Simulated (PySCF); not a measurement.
**TlBr (charge +1, doublet): density, localisation and related maps**

```json
{"atom": "Tl", "x (Å)": "0.0000", "y (Å)": "0.0000", "z (Å)": "-0.9240"}
{"atom": "Br", "x (Å)": "0.0000", "y (Å)": "0.0000", "z (Å)": "2.4000"}
```

Core potentials replace the inner electrons of Tl.

The calculation used PySCF, PBE0/cc-pVDZ(-PP), non-relativistic Hamiltonian with scalar-relativistic core potentials where named, at a bond length of 3.324 Å.

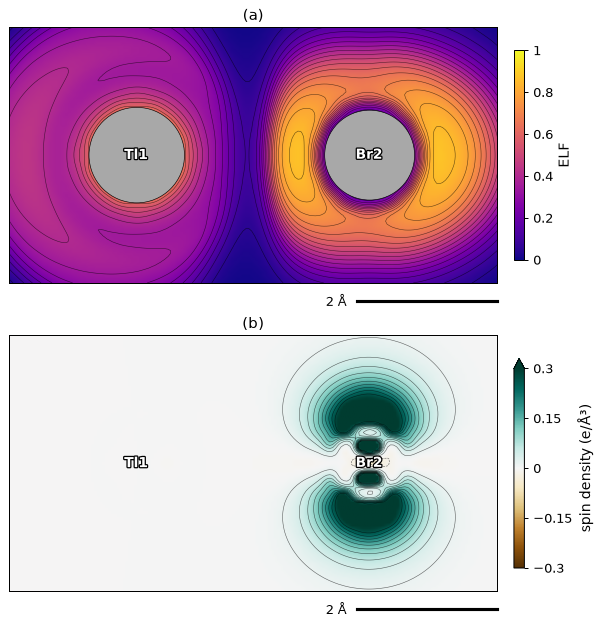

Figure 1. (a) electron localisation function; (b) spin density (α minus β) on a plane that holds the molecular axis. Grey discs cover the atomic cores in the ELF map.

What do the fields say about this system?

The section cuts through Tl and Br sites.
Tl–Br (3.32 Å): the ELF peaks at about 0.85 in the valence shell of Br, 1.0 Å from its nucleus, and drops to about 0.10 between the two atoms.
The unpaired spin (1 electron) lies mostly on Br2 (about 1.0), in electrons by Hirshfeld's partition.

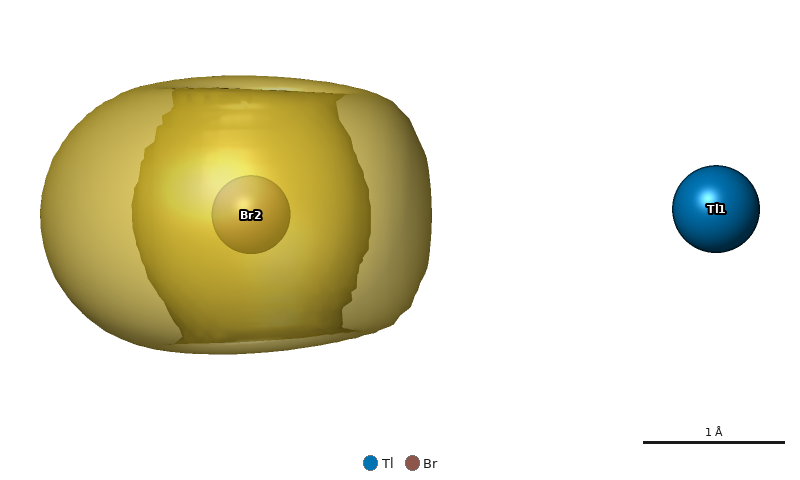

Figure 2. Isosurface of the ELF at 0.75 (yellow), seen from one side. Core shells and regions of very low density are left out.

Describe the localisation domains.

The ELF exceeds this value in one region wrapped around Br (its valence shell).
